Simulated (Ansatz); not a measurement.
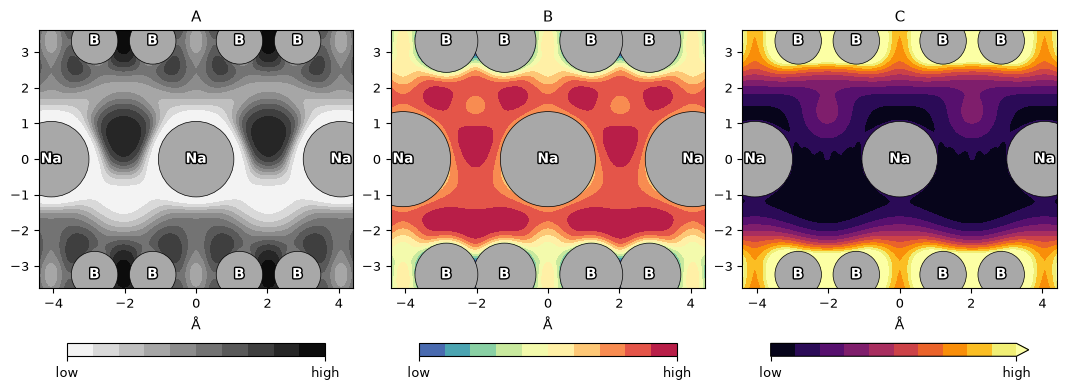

Na2B5: 3 fields on the (101) plane of the conventional cell, with unlabelled colour scales. Grey discs cover the atomic cores.

Space group P4mm; a structure generated by program, which may or may not match a known phase; computed without spin polarisation.

All numbers below come from Ansatz 0.2.0, DFT PBE, scalar-relativistic, plane waves, PAW.

```cif
data_structure
_symmetry_space_group_name_H-M 'P 1'
_symmetry_Int_Tables_number 1
_cell_length_a 4.0625
_cell_length_b 4.0625
_cell_length_c 5.1404
_cell_angle_alpha 90.000
_cell_angle_beta 90.000
_cell_angle_gamma 90.000
_cell_volume 84.84
loop_
_atom_site_label
_atom_site_type_symbol
_atom_site_fract_x
_atom_site_fract_y
_atom_site_fract_z
_atom_site_occupancy
Na1 Na 0.50000 0.00000 0.57683 1
Na2 Na 0.00000 0.50000 0.57683 1
B1 B 0.00000 0.00000 0.21144 1
B2 B 0.20055 0.50000 0.06691 1
B3 B 0.79945 0.50000 0.06691 1
B4 B 0.50000 0.20055 0.06691 1
B5 B 0.50000 0.79945 0.06691 1
```

**The panels show electron localisation function, electrostatic potential energy of an electron and valence pseudo-density in some order. Assign them.**

Panel A: electron localisation function. Panel B: electrostatic potential energy of an electron (low next to the atoms, rising into the space between them). Panel C: valence pseudo-density.
